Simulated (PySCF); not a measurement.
# NbS₃⁻: structure of the singlet

Aim: relax NbS₃⁻ as a singlet from a T-shaped start, check by its vibrations whether the end is a minimum, and collect its spectrum and constants.

Computed with PySCF 2.14.0. Level: PBE, basis Nb def2-SVPD with ECP28, S def2-SVPD, scalar-relativistic core potentials, no spin–orbit coupling, density fitting.

### 1 Where the work starts

4 atoms, charge -1, spin multiplicity 1.

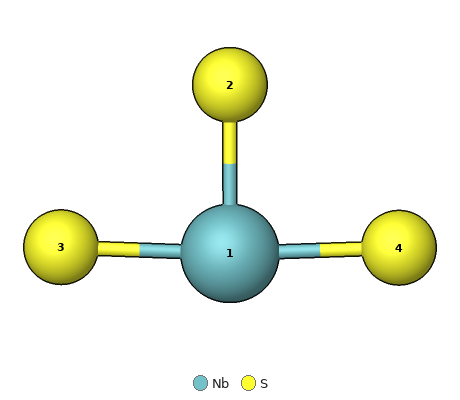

The starting geometry (niobium teal, sulfur yellow); atoms are numbered from 1 in the order of the file.

```xyz
4
charge -1 multiplicity 1
Nb    0.0000    0.0000   -0.3967
S     0.0000    0.0000    1.7933
S     2.1887    0.0000   -0.3203
S    -2.1887    0.0000   -0.3203
```

### 2 Relaxation: T-shaped start, singlet

One driver script runs all steps and calls PySCF; scf.py shows how it sets up the SCF of each step. The optimiser is the driver's own. Before each start the driver seeks the lowest SCF state from one or more starting densities and follows internal instabilities, so scf.py alone need not reach the same state.

The program finds C2v symmetry in the start, which this walk keeps. The walk stops when the largest gradient is under 0.0003 Eh/bohr and the energy has settled too.

File scf.py:

```python
from pyscf import gto, scf, dft
mol = gto.M(atom='''
Nb     0.000000     0.000000    -0.396691
S      0.000000     0.000000     1.793309
S      2.188700    -0.000000    -0.320291
S     -2.188700     0.000000    -0.320291''',
    basis={'Nb': 'def2-SVPD', 'S': 'def2-SVPD'},
    ecp={'Nb': 'def2-SVPD'},
    charge=-1, spin=0)
mf = dft.RKS(mol, xc='PBE')
mf.grids.atom_grid = (50, 194)
aux = {'Nb': 'def2-universal-JKFIT', 'S': 'def2-universal-JKFIT'}
mf = mf.density_fit(auxbasis=aux)
mf.kernel()
```

The optimiser's trace:

```csv
step,energy (Eh),change (kJ/mol),largest symmetric gradient (Eh/bohr)
0,-1250.840412,0.00,0.04996
1,-1250.853862,-35.31,0.03689
2,-1250.863604,-60.89,0.03821
3,-1250.875980,-93.38,0.03892
4,-1250.890571,-131.69,0.02782
5,-1250.904202,-167.48,0.02698
6,-1250.909922,-182.50,0.03783
7,-1250.913549,-192.02,0.03869
8,-1250.922219,-214.78,0.03134
9,-1250.930178,-235.68,0.02539
10,-1250.933659,-244.82,0.01469
11,-1250.934348,-246.63,0.00305
12,-1250.934376,-246.70,0.00075
13,-1250.934379,-246.71,0.00033
14,-1250.934379,-246.71,0.00003
```

The walk needed 1.9 min of wall time on 4 threads, shared host.

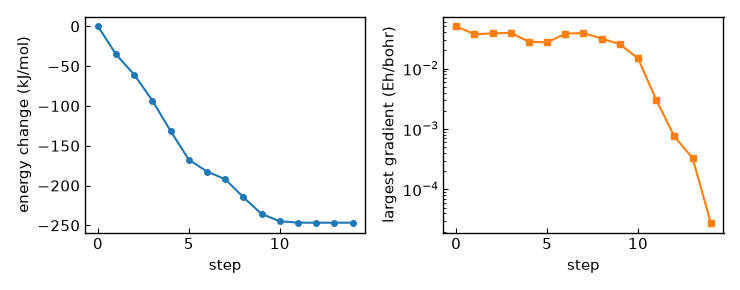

Energy and largest gradient along the walk.

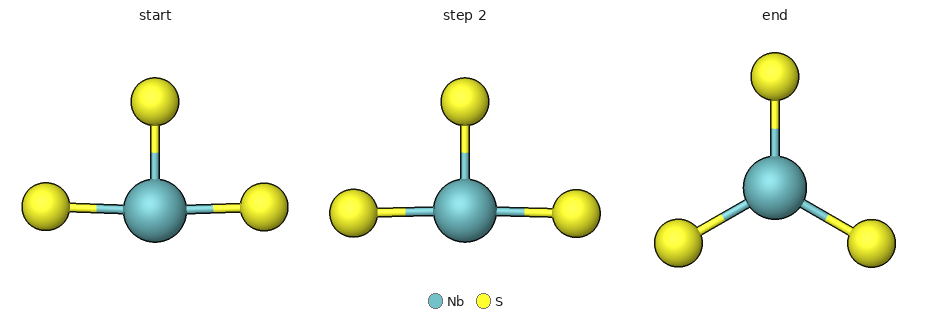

The geometry along the walk, at one scale.

After 14 steps and 246.7 kJ/mol it ends at D3h: Nb–S 2.236 Å (×3); S–Nb–S 120.0° (×3).

### 3 Frequencies

The point is checked on the finer grid, and tightened if its gradient asks for it. The Hessian and the dipole derivatives come from central differences of analytic gradients, with steps of 0.01 bohr.

Edit scf.py of step 2 so:

```diff
@@ -3,4 +3,4 @@
-Nb     0.000000     0.000000    -0.396691
-S      0.000000     0.000000     1.793309
-S      2.188700    -0.000000    -0.320291
-S     -2.188700     0.000000    -0.320291''',
+Nb    -0.000000    -0.000000     0.000000
+S     -0.000446     0.000000     2.235686
+S      1.936384    -0.000000    -1.117457
+S     -1.935938     0.000000    -1.118229''',
@@ -11 +11 @@
-mf.grids.atom_grid = (50, 194)
+mf.grids.atom_grid = (75, 302)
```

The driver hands on the density of the step before, so the log starts near convergence.

Log of the central SCF (cycles and frontier levels):

```text
init E= -1250.93449743201
  HOMO = -0.0498999787721684  LUMO = -0.0240520366861946  gap/eV = 0.70336
cycle= 1 E= -1250.93449743193  delta_E= 7.8e-11  |g|= 1.62e-05  |ddm|= 1.91e-05
  HOMO = -0.0498999439021997  LUMO = -0.0240475363467661  gap/eV = 0.70348
cycle= 2 E= -1250.93449742956  delta_E= 2.36e-09  |g|= 9.04e-05  |ddm|= 9.49e-05
  HOMO = -0.0498998819915269  LUMO = -0.0240515370634126  gap/eV = 0.70337
cycle= 3 E= -1250.93449743198  delta_E= -2.41e-09  |g|= 9.4e-06  |ddm|= 7.9e-05
  HOMO = -0.0498999082075679  LUMO = -0.0240513367929778  gap/eV = 0.70338
cycle= 4 E= -1250.93449743202  delta_E= -3.75e-11  |g|= 1.02e-06  |ddm|= 1.2e-05
  HOMO = -0.0498999597532066  LUMO = -0.0240514551706672  gap/eV = 0.70337
Extra cycle  E= -1250.93449743201  delta_E= 6.82e-12  |g|= 2.62e-06  |ddm|= 4.03e-06
converged SCF energy = -1250.93449743201
```

The whole step took 16 s.

Geometry: D3h; Nb–S 2.236 Å (×3); S–Nb–S 120.0° (×3).

Harmonic modes (main isotopes):

| symmetry | ω (cm⁻¹) | IR (km/mol) | μ (u) |
| --- | --- | --- | --- |
| a2'' | 85i | 57.3 | 47.95 |
| e' | 139 | 2.2 | 34.90 |
| a1' | 440 | 0.0 | 31.97 |
| e' | 498 | 306 | 42.59 |

With 1 mode imaginary (up to 85i cm⁻¹) this point is a saddle.

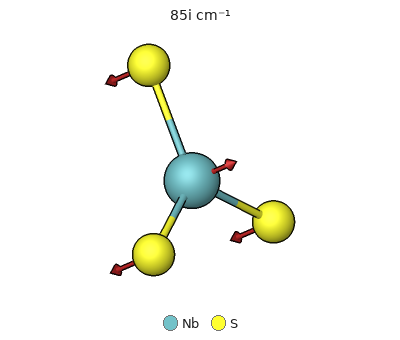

The imaginary mode, as arrows.

Constants and moments:

```yaml
Dipole_moment_about_the_centre_of_mass: 0.00 D
Highest_occupied_level: -1.36 eV
Lowest_empty_level: -0.65 eV
Rotational_constants: 0.07033, 0.07033, 0.03516 cm⁻¹
Zero-point_energy_real_modes: 10.3 kJ/mol
Principal_polarisabilities: 96.6, 163.7, 163.7 bohr³
Principal_traceless_quadrupole_moments_about_the_centre_of_mass: -12.26, -12.26, 24.52 D Å
```

Populations by atom (charges in e):

| atom | Mulliken | Löwdin | polar tensor | Mayer order to Nb1 |
| --- | --- | --- | --- | --- |
| Nb1 | 1.27 | -0.35 | 1.55 | – |
| S2,3,4 | -0.76 | -0.22 | -0.85 | 1.67 |

Outer orbital energies (eV). occupied: -3.50, -3.50, -3.00, -3.00, -2.30, -2.00, -2.00, -1.36; empty: -0.65, 0.87, 0.87, 2.52.

Mulliken populations on Nb1 (outside its core potential): s 2.15, p 6.18, d 3.35, f 0.04.

### 4 Following the imaginary mode

The start is the last point, displaced along its most imaginary mode.

The program finds C3v symmetry in the start, which this walk keeps. The walk stops when the largest gradient is under 0.0003 Eh/bohr and the energy has settled too.

Edit scf.py of step 3 so:

```diff
@@ -3,4 +3,4 @@
-Nb    -0.000000    -0.000000     0.000000
-S     -0.000446     0.000000     2.235686
-S      1.936384    -0.000000    -1.117457
-S     -1.935938     0.000000    -1.118229''',
+Nb     0.000000     0.250000    -0.000000
+S     -0.000446    -0.242155     2.235686
+S      1.936384    -0.242155    -1.117457
+S     -1.935938    -0.242155    -1.118229''',
@@ -11 +11 @@
-mf.grids.atom_grid = (75, 302)
+mf.grids.atom_grid = (50, 194)
```

Steps of the walk:

```csv
step,energy (Eh),change (kJ/mol),largest symmetric gradient (Eh/bohr)
0,-1250.934264,0.00,0.02308
1,-1250.938253,-10.47,0.00581
2,-1250.938967,-12.35,0.00210
3,-1250.939069,-12.61,0.00111
4,-1250.939078,-12.64,0.00011
5,-1250.939077,-12.64,0.00000
```

The walk took 11 s.

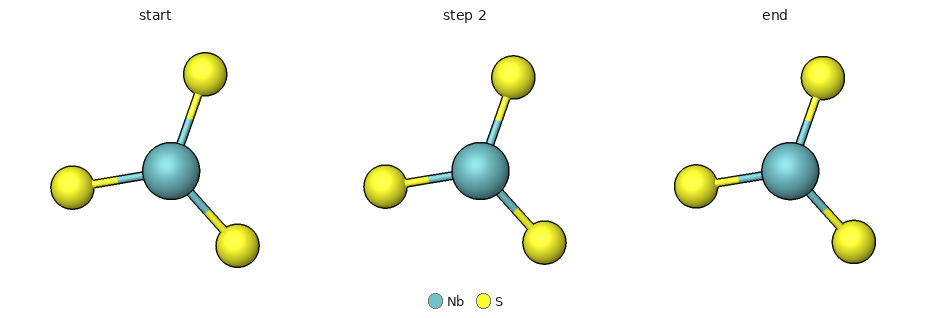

Start and end of the relaxation, with a step between.

End point (C3v, 5 steps, 12.6 kJ/mol gained): Nb–S 2.226 Å (×3); S–Nb–S 112.5° (×3).

### 5 Is it a minimum? Harmonic modes

As before: finer grid, then central differences.

Edit scf.py of step 4 so:

```diff
@@ -3,4 +3,4 @@
-Nb     0.000000     0.250000    -0.000000
-S     -0.000446    -0.242155     2.235686
-S      1.936384    -0.242155    -1.117457
-S     -1.935938    -0.242155    -1.118229''',
+Nb     0.000000     0.317131    -0.000000
+S     -0.000426    -0.307180     2.137095
+S      1.850992    -0.307180    -1.068178
+S     -1.850566    -0.307180    -1.068917''',
@@ -11 +11 @@
-mf.grids.atom_grid = (50, 194)
+mf.grids.atom_grid = (75, 302)
```

Log of the central SCF (cycles and frontier levels):

```text
init E= -1250.9391373373
  HOMO = -0.0396986383528909  LUMO = -0.00812022822416118  gap/eV = 0.85929
cycle= 1 E= -1250.93913733172  delta_E= 5.58e-09  |g|= 0.000142  |ddm|= 0.000137
  HOMO = -0.0396963060291917  LUMO = -0.00815840411348789  gap/eV = 0.85819
cycle= 2 E= -1250.93913710879  delta_E= 2.23e-07  |g|= 0.000899  |ddm|= 0.000858
  HOMO = -0.0396981277459284  LUMO = -0.0081254685334623  gap/eV = 0.85914
cycle= 3 E= -1250.93913733738  delta_E= -2.29e-07  |g|= 1.49e-05  |ddm|= 0.000741
  HOMO = -0.0396982523624173  LUMO = -0.00812551863092005  gap/eV = 0.85914
cycle= 4 E= -1250.93913733745  delta_E= -7.09e-11  |g|= 5.17e-06  |ddm|= 2.38e-05
  HOMO = -0.0396983244145122  LUMO = -0.00812539920858052  gap/eV = 0.85914
Extra cycle  E= -1250.93913733731  delta_E= 1.37e-10  |g|= 1.89e-05  |ddm|= 3.19e-05
converged SCF energy = -1250.93913733731
```

The whole step took 19 s.

Geometry: C3v; Nb–S 2.226 Å (×3); S–Nb–S 112.5° (×3).

Harmonic modes (main isotopes):

| symmetry | ω (cm⁻¹) | IR (km/mol) | type |
| --- | --- | --- | --- |
| a1 | 111 | 13.1 | bend |
| e | 153 | 1.3 | bend |
| a1 | 464 | 2.3 | stretch |
| e | 488 | 276 | stretch |

Every mode is real; the point is a minimum.

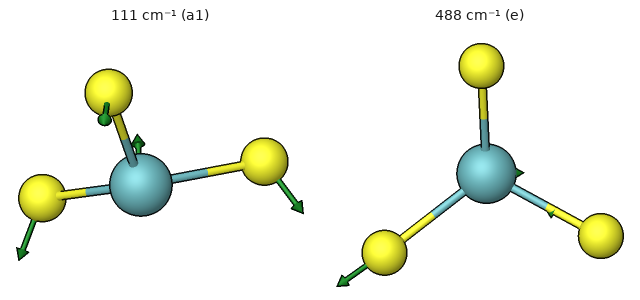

How the atoms move in 2 of the modes.

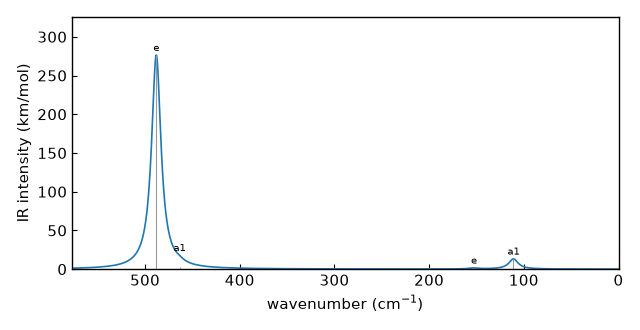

The harmonic infrared spectrum (widths in cm⁻¹). Lines are broadened to a width of 12 cm⁻¹ (Lorentzian).

Properties at this point:

```
Dipole moment about the centre of mass                          : 4.10 D
Highest occupied level                                          : -1.08 eV
Lowest empty level                                              : -0.22 eV
Rotational constants                                            : 0.071, 0.071, 0.03848 cm⁻¹
Zero-point energy                                               : 11.1 kJ/mol
Principal polarisabilities                                      : 89.5, 162.7, 162.7 bohr³
Principal traceless quadrupole moments about the centre of mass : -11.55, -11.55, 23.09 D Å
Entropy at 298.15 K and 1 bar                                   : 329.0 J/(mol K)
Heat capacity Cp at 298.15 K                                    : 73.5 J/(mol K)
Enthalpy at 298.15 K above 0 K                                  : 17.03 kJ/mol
Rotational symmetry number                                      : 3
```

Charges (e) and bond orders:

| atom | Mulliken | Löwdin | polar tensor | Mayer order to Nb1 |
| --- | --- | --- | --- | --- |
| Nb1 | 1.09 | -0.38 | 1.25 | – |
| S2,3,4 | -0.70 | -0.21 | -0.75 | 1.75 |

Mulliken populations on Nb1 (outside its core potential): s 2.24, p 6.16, d 3.47, f 0.04.

### 6 All stationary points

| spin | group | bonds | imaginary modes (cm⁻¹) | ΔE (kJ/mol) | with zero-point energy |
| --- | --- | --- | --- | --- | --- |
| singlet | C3v | Nb–S 2.226 Å (×3) | none | 0.0 | 0.0 |
| singlet | D3h | Nb–S 2.236 Å (×3) | 85i | 12.2 | – |

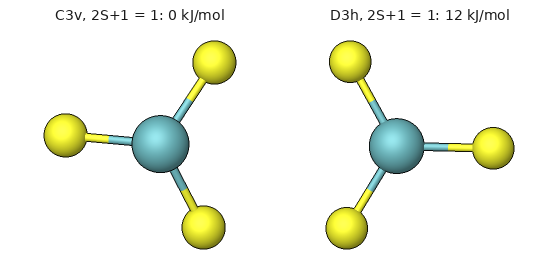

The points, lowest first (niobium teal, sulfur yellow).

### 7 What came out

| quantity | value |
| --- | --- |
| minimum | singlet, C3v |
| geometry | Nb–S 2.226 Å (×3); S–Nb–S 112.5° (×3) |
| wavenumbers (cm⁻¹) | 111 (a1), 153 (e), 464 (a1), 488 (e) |
| dipole moment (centre of mass) | 4.10 D |
| highest occupied, lowest empty level | -1.08, -0.22 eV |
| polar-tensor charge of Nb1 | +1.25 e |
| zero-point energy | 11.1 kJ/mol |
| entropy at 298.15 K | 329.0 J/(mol K) |

In words: From C2v at the start the molecule goes to a C3v minimum, after a stop at a saddle point 12.2 kJ/mol higher, from which it was pushed off along an imaginary mode. The strongest infrared band lies at 488 cm⁻¹ (e, stretch). Other starts or spin states, not run here, may lie lower. The stability of the closed-shell solution was not tested.

The search up to here needed 3.6 min of wall time on 4 threads, shared host.
